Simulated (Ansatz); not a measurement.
Consider CH7NSi.

```
atom    x (Å)    y (Å)    z (Å)
  Si   0.5293   0.4042   0.0777
   H   1.9485   0.0543  -0.1940
   N  -0.1915   0.6981  -1.4697
   H   0.3548   1.1701  -2.1785
   H   0.5397   1.5793   1.0032
   C  -0.3637  -1.0001   0.9375
   H  -1.1627   0.9760  -1.5306
   H   0.0845  -1.2111   1.9140
   H  -1.4187  -0.7598   1.1061
   H  -0.3201  -1.9111   0.3343
```

All numbers below come from RKS CAM-B3LYP-D4/6-31G* in Ansatz 0.2.0.

What can the converged electron density and electron localisation function tell about the bonding?

Answer. Si–N (1.73 Å): ρ is about 1.1 e/Å³ halfway; the ELF peaks at about 0.95 between the atoms, as expected for a polar covalent bond.
C–Si (1.87 Å): ρ is about 0.98 e/Å³ halfway; the ELF peaks at about 0.95 between the atoms; a shared electron pair.
C–H (1.09 Å): ρ at the midpoint is about 1.9 e/Å³; the ELF climbs to about 1 towards the hydrogen, as it does in any bond to H; a covalent bond by its length.

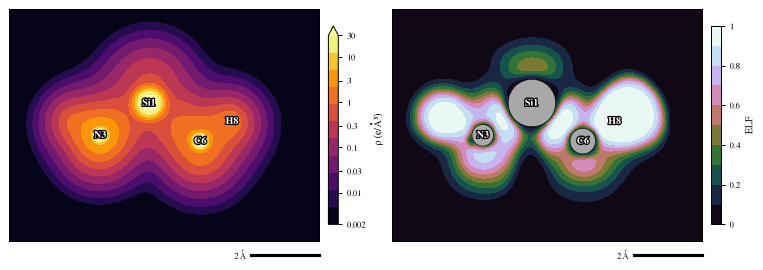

Computed electron density and electron localisation function on the plane of atoms N3, Si1 and C6, in this order. Grey discs cover the atomic cores in the ELF map. 
